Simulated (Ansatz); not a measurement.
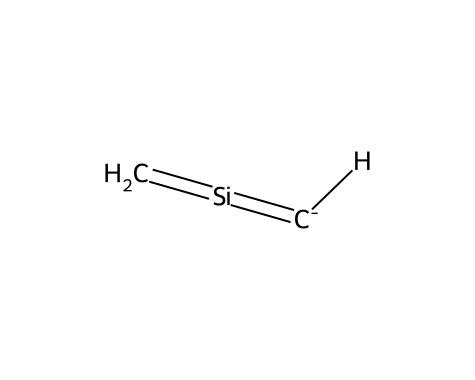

Structural formula above. The species has charge −1 and is a spin singlet. The geometry was computed by an optimisation with PBE0-D4/def2-TZVPD. No frequency run is at hand to confirm it as a minimum.

Describe the 3D structure.

Formula C₂H₃Si⁻. SMILES: `[CH-]=[Si]=C`. It has no ring. The point group is Cs. Coordination, clear cases only: 1 C bent; 1 Si bent.

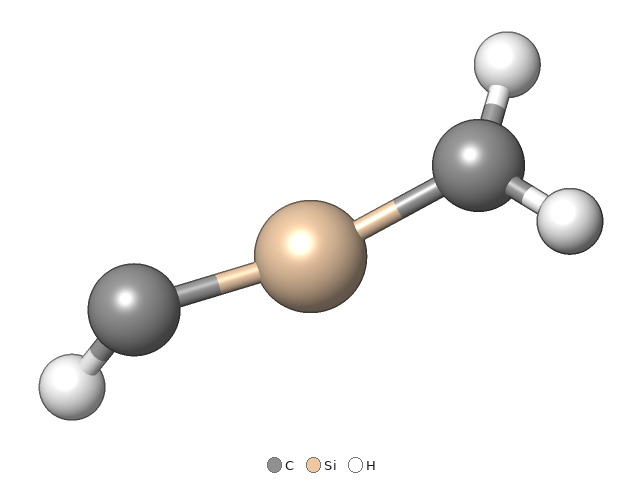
